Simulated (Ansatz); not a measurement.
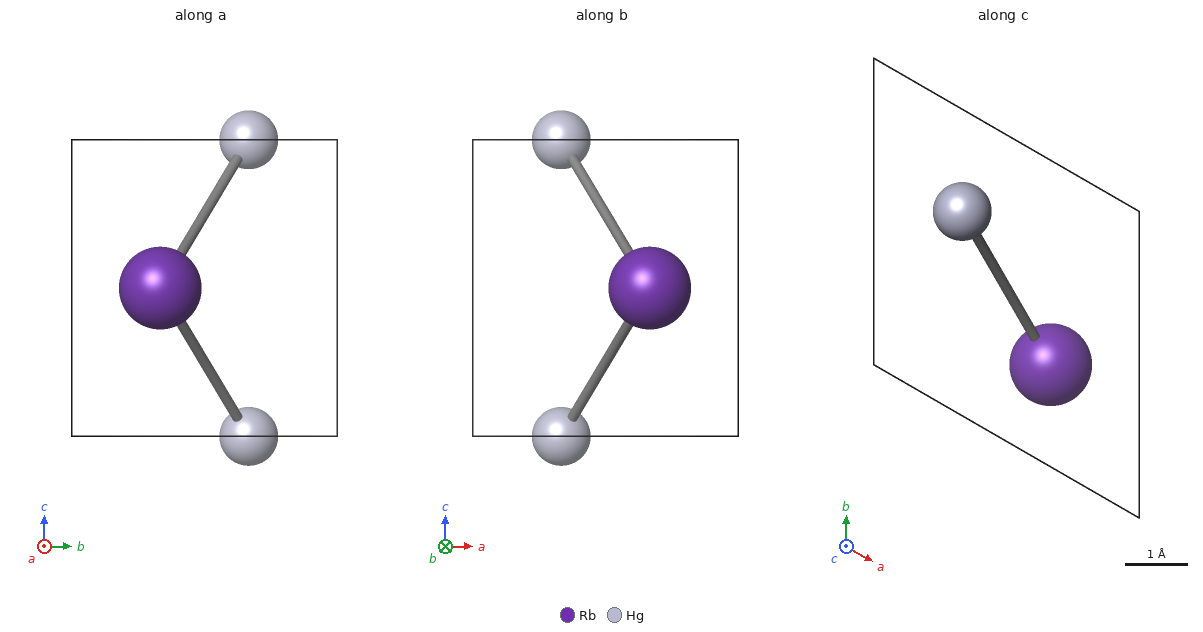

An orthographic ball-and-stick view of the structure, along the a axis, along the b axis and along the c axis. The wireframe shows the conventional unit cell.

Lattice parameters: a = 4.9868 Å, b = 4.9868 Å, c = 4.8246 Å, α = 90.000°, β = 90.000°, γ = 120.000°.

Question: Convert the drawing into a CIF in P1 with every atom of the cell.

Answer:
```cif
data_structure
_symmetry_space_group_name_H-M 'P 1'
_symmetry_Int_Tables_number 1
_cell_length_a 4.9868
_cell_length_b 4.9868
_cell_length_c 4.8246
_cell_angle_alpha 90.000
_cell_angle_beta 90.000
_cell_angle_gamma 120.000
_cell_volume 103.91
loop_
_atom_site_label
_atom_site_type_symbol
_atom_site_fract_x
_atom_site_fract_y
_atom_site_fract_z
_atom_site_occupancy
Rb1 Rb 0.6667 0.3333 0.5000 1
Hg1 Hg 0.3333 0.6667 0.0000 1
```

Origin of the cell: a structure type filled with these elements by a generator (whether the compound takes this form wasn't checked). It is drawn as it came out of a relaxation with DFT PBE, scalar-relativistic, plane waves, PAW in Ansatz.
